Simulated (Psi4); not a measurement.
**GaSiH4OF (SMILES [F][GaH][O][SiH3]) at MP2/6-31G(d) (spherical functions)**

Aim: the energy change on altering one bond length of GaSiH4OF at MP2/6-31G* (spherical functions), from 2 runs. 

The results are computed with Psi4 1.11.

5 further runs of the same task are left out: 5 that didn't finish.

## 1. The molecule

GaSiH4OF has 8 atoms, charge 0, and is taken as a singlet. SMILES: `[F][GaH][O][SiH3]`. Geometry: relaxed at PBE0-D4/def2-TZVP. This is one conformer, not always the lowest.

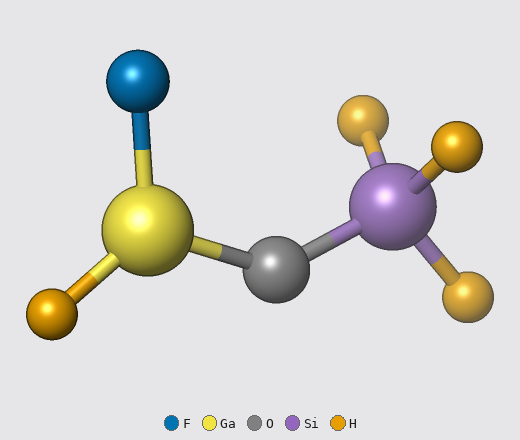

Viewed from a chosen angle; fluorine blue, gallium yellow, oxygen grey, silicon purple, hydrogen amber.

## 2. A single-point energy at MP2/6-31G(d) (spherical functions)

fgah4osi.json

```json
{
 "schema_name": "qcschema_input",
 "schema_version": 1,
 "molecule": {
  "schema_name": "qcschema_molecule",
  "schema_version": 2,
  "symbols": ["F", "Ga", "O", "Si", "H", "H", "H", "H"],
  "geometry": [1.61968426, 2.78167686, 3.48881237, 2.50180842, 2.30584382, 0.33542639, 0.60886976, 0.04686521, -1.21698362, -1.80053105, -1.78730297, -0.56521708, 4.7112762, 3.74959458, -0.87513217, -2.43302239, -3.2450377, -2.87843083, -1.16898458, -3.5797082, 1.50592275, -4.03891165, -0.27174262, 0.2056022],
  "molecular_charge": 0,
  "molecular_multiplicity": 1,
  "fix_symmetry": "c1"
 },
 "driver": "energy",
 "model": {
  "method": "mp2",
  "basis": "6-31G*"
 },
 "keywords": {
  "puream": true,
  "e_convergence": 1e-09,
  "d_convergence": 1e-08,
  "scf_type": "pk",
  "num_frozen_docc": 16,
  "mp2_type": "conv"
 }
}
```

Started as:

```
$ psi4 --qcschema fgah4osi.json -n 1 --memory 2200MB
```

stdout:

```text
[...]
  Running in c1 symmetry.
[...]
  Nuclear repulsion =  350.543607697449147
[...]
  Multiplicity = 1
[...]
  Nalpha       = 33
  Nbeta        = 33
[...]
    Number of basis functions: 86
[...]
   @RHF iter   1: -2387.29208358899950   -3.65620e+00   2.94378e-02 DIIS/ADIIS
[...]
   @RHF iter  12: -2388.61094490061078   -1.36424e-12   2.94273e-09 DIIS
[...]
    Orbital Energies [Eh]
    ---------------------
    Doubly Occupied:
       1A   -378.876723     2A    -68.781605     3A    -48.251914
       4A    -42.584855     5A    -42.580686     6A    -42.580342
       7A    -26.241610     8A    -20.555827     9A     -6.467629
      10A     -6.138853    11A     -4.564305    12A     -4.557757
      13A     -4.557125    14A     -4.245420    15A     -4.244431
      16A     -4.244421    17A     -1.519141    18A     -1.328999
      19A     -1.252162    20A     -1.249075    21A     -1.248750
      22A     -1.245010    23A     -1.223091    24A     -0.734043
      25A     -0.657492    26A     -0.607918    27A     -0.597704
      28A     -0.588212    29A     -0.547950    30A     -0.545944
      31A     -0.504624    32A     -0.452378    33A     -0.450935
[...]
  @RHF Final Energy: -2388.61094490061078
   => Energetics <=
    Nuclear Repulsion Energy =            350.5436076974491471
    One-Electron Energy =               -4029.8552430621853091
    Two-Electron Energy =                1290.7006904641255005
    Total Energy =                      -2388.6109449006107752
[...]
 Multipole Moments:
 ------------------------------------------------------------------------------------
     Multipole            Electronic (a.u.)      Nuclear  (a.u.)        Total (a.u.)
 ------------------------------------------------------------------------------------
 L = 1.  Multiply by 2.5417464519 to convert [e a0] to [Debye]
 Dipole X            :          9.1030759           -8.6385001            0.4645758
 Dipole Y            :          8.9615665           -8.7550531            0.2065134
 Dipole Z            :          2.6708155           -3.1736654           -0.5028500
 Magnitude           :                                                    0.7150780
[...]
	SCS-MP2 Total Energy (a.u.)        : -2389.24660964927443
	SOS-MP2 Total Energy (a.u.)        : -2389.23090166275279
	SCSN-MP2 Total Energy (a.u.)       : -2388.94568089283621
[...]
	SOS-PI-MP2 Total Energy (a.u.)     : -2389.27859064445602
[...]
	MP2 Total Energy (a.u.)            : -2389.27802562231682
[...]
```

The result, in JSON:

```text
{
 "driver": "energy",
 "model": {
  "method": "mp2",
  "basis": "6-31G*"
 },
 "success": true,
 "return_result": -2389.278025622317,
 "properties": {
  "calcinfo_nbasis": 86,
  "calcinfo_nmo": 86,
  "calcinfo_nalpha": 33,
  "calcinfo_nbeta": 33,
  "calcinfo_natom": 8,
  "nuclear_repulsion_energy": 350.54360769744915,
  "return_energy": -2389.278025622317,
  "scf_one_electron_energy": -4029.8552430621853,
  "scf_two_electron_energy": 1290.7006904641255,
  "scf_dipole_moment": [0.4645758074443247, 0.20651340244307548, -0.5028499572997838],
  "scf_total_energy": -2388.610944900611,
  "scf_iterations": 12,
  "mp2_same_spin_correlation_energy": -0.19019090467375654,
  "mp2_opposite_spin_correlation_energy": -0.47688981703216954,
  "mp2_singles_energy": 0.0,
  "mp2_doubles_energy": -0.667080721705926,
  "mp2_correlation_energy": -0.6670807217060428,
  "mp2_total_energy": -2389.278025622317
 }
}
```

Wall time 11 s (1 thread of Intel Xeon Platinum 8259CL at 2.50GHz (Skylake/Cascade Lake), shared host); peak memory 0.42 GiB.

## 3. The distorted shape

calc.py

```python
import psi4

psi4.set_memory(2200000000)
psi4.set_num_threads(1)
psi4.set_output_file('output.dat', False)

geom = psi4.geometry("""
0 1
F      1.048378     1.617611     1.794457
Ga     1.515178     1.365811     0.125757
O      0.513478     0.170411    -0.695743
Si    -0.952800    -0.945800    -0.299100
H      2.684378     2.129811    -0.514843
H     -1.287500    -1.717200    -1.523200
H     -0.618600    -1.894300     0.796900
H     -2.137300    -0.143800     0.108800
units angstrom
symmetry c1
no_reorient
no_com
""")

psi4.set_options(dict(puream=True, e_convergence=1e-09, d_convergence=1e-08, scf_type='pk', num_frozen_docc=16, mp2_type='conv'))

energy_value, wavefunction = psi4.energy("mp2/6-31G*", return_wfn=True)
print(f'mp2/6-31G* energy: {energy_value:.10f} Eh')
```

Started as:

```
$ python calc.py
```

output.dat:

```text
[...]
  Running in c1 symmetry.
[...]
  Nuclear repulsion =  338.897794062359822
[...]
  Multiplicity = 1
[...]
  Nalpha       = 33
  Nbeta        = 33
[...]
    Number of basis functions: 86
[...]
   @RHF iter   1: -2387.24418642195224   -3.88696e+00   2.95012e-02 DIIS/ADIIS
[...]
   @RHF iter  12: -2388.58457147864465   -2.04636e-11   6.28809e-09 DIIS
[...]
    Orbital Energies [Eh]
    ---------------------
    Doubly Occupied:
       1A   -378.858877     2A    -68.813979     3A    -48.234181
       4A    -42.567101     5A    -42.562985     6A    -42.562551
       7A    -26.229431     8A    -20.545803     9A     -6.449857
      10A     -6.166467    11A     -4.546540    12A     -4.540004
      13A     -4.539269    14A     -4.272406    15A     -4.272382
      16A     -4.271847    17A     -1.507602    18A     -1.286276
      19A     -1.234495    20A     -1.231296    21A     -1.230913
      22A     -1.227064    23A     -1.188857    24A     -0.726950
      25A     -0.647753    26A     -0.594098    27A     -0.586228
      28A     -0.562724    29A     -0.518651    30A     -0.518075
      31A     -0.485876    32A     -0.460160    33A     -0.456844
[...]
  @RHF Final Energy: -2388.58457147864465
   => Energetics <=
    Nuclear Repulsion Energy =            338.8977940623598215
    One-Electron Energy =               -4007.1696425112022553
    Two-Electron Energy =                1279.6872769701974448
    Total Energy =                      -2388.5845714786446479
[...]
 Multipole Moments:
 ------------------------------------------------------------------------------------
     Multipole            Electronic (a.u.)      Nuclear  (a.u.)        Total (a.u.)
 ------------------------------------------------------------------------------------
 L = 1.  Multiply by 2.5417464519 to convert [e a0] to [Debye]
 Dipole X            :        -86.5687598           86.5787889            0.0100291
 Dipole Y            :        -82.1743555           82.0051169           -0.1692386
 Dipole Z            :        -17.7703316           17.3153583           -0.4549733
 Magnitude           :                                                    0.4855337
[...]
	SCS-MP2 Total Energy (a.u.)        : -2389.22807634088940
	SOS-MP2 Total Energy (a.u.)        : -2389.16404195212408
	SCSN-MP2 Total Energy (a.u.)       : -2388.92267305132373
[...]
	SOS-PI-MP2 Total Energy (a.u.)     : -2389.26062036437042
[...]
	MP2 Total Energy (a.u.)            : -2389.25956670617234
[...]
```

The script printed:

```text
mp2/6-31G* energy: -2389.2595667062 Eh
```

Wall time 13 s (1 thread of Intel Xeon Platinum 8259CL at 2.50GHz (Skylake/Cascade Lake), shared host); peak memory 0.42 GiB.

## 4. Summary of results

Level: MP2/6-31G* (spherical functions), 16 core orbitals frozen.

| quantity | value |
| --- | --- |
| first shape: total energy | -2389.27803 Eh |
| first shape: HOMO energy (Hartree–Fock orbitals) | -12.27 eV |
| first shape: LUMO energy (Hartree–Fock orbitals) | 1.53 eV |
| first shape: HOMO–LUMO gap (Hartree–Fock orbitals) | 13.80 eV |
| first shape: correlation energy (16 core orbitals frozen) | -667.1 mEh |
| distorted shape: total energy | -2389.25957 Eh |
| distorted shape: HOMO energy (Hartree–Fock orbitals) | -12.43 eV |
| distorted shape: LUMO energy (Hartree–Fock orbitals) | 1.85 eV |
| distorted shape: HOMO–LUMO gap (Hartree–Fock orbitals) | 14.28 eV |
| distorted shape: correlation energy (16 core orbitals frozen) | -675.0 mEh |
| energy change with the O3–Si4 bond stretched from 1.639 to 1.885 Å | 0.502 eV |

In words: With the O3–Si4 bond stretched from 1.639 to 1.885 Å the energy rises by 0.50 eV (11.6 kcal/mol). The first shape isn't relaxed at this level, so the change isn't measured from a minimum.
